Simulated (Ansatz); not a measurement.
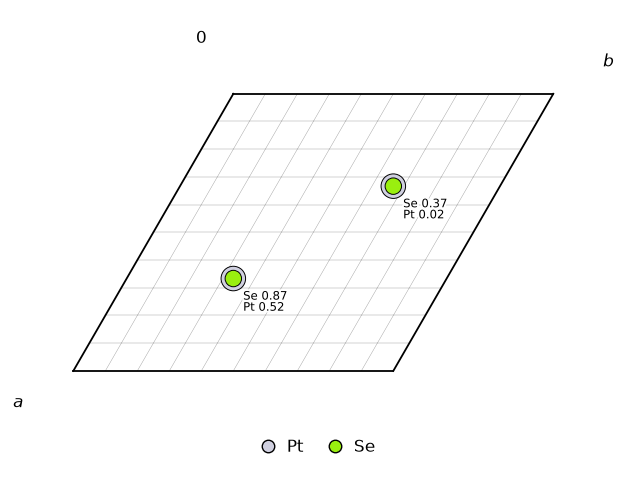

Plan of a unit cell projected along c (a down the page, b across); the numbers are heights as fractions of c, and atoms on the cell's edges are repeated. The grid marks tenths of a and b. Source: the end point of a relaxation with DFT PBE, scalar-relativistic, plane waves, PAW in Ansatz; the starting structure was generated, so it need not be a known form of this composition. All values are computed from the atomic coordinates in the standard setting (tolerance 0.002 Å).

a = 3.838 Å, b = 3.838 Å, c = 7.124 Å, α = 90.00°, β = 90.00°, γ = 120.00°.

### What does the cell contain?

2 Pt, 2 Se: PtSe, Z = 2.

### Give the fractional coordinates of all atoms, to two places.

```
atom     x     y     z
  Pt  0.33  0.67  0.02
  Pt  0.67  0.33  0.52
  Se  0.33  0.67  0.37
  Se  0.67  0.33  0.87
```
